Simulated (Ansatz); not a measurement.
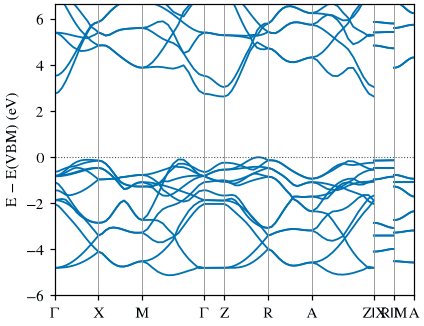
Band structure from r²SCAN (plane waves, PAW; program Ansatz)

Read off the gap and where the band edges lie.

About 2.6 eV (2.63 eV by a search for the band edges); maximum on the Z–R line, 78 % of the way from Z, minimum at Z.

The material is BiBrO in space group P4/nmm (No. 129; Bi on 2c, Br on 2c, O on 2a).

The workflow started from a Materials Project entry (that database holds measured and hypothetical structures alike); the Crystallography Open Database files this formula in space group No. 129, but the cells were not matched. Whether it is the stable phase at ambient conditions was not checked. The r²SCAN relaxation kept the symmetry of its start; its stability against distortions is not shown here. A crystal of weakly bound layers computed without a dispersion correction: the cell and the soft elastic constants depend strongly on that. Scalar-relativistic: spin–orbit coupling is off unless named, which matters more the heavier the elements.

Potentials: the later of the program's two PAW sets.
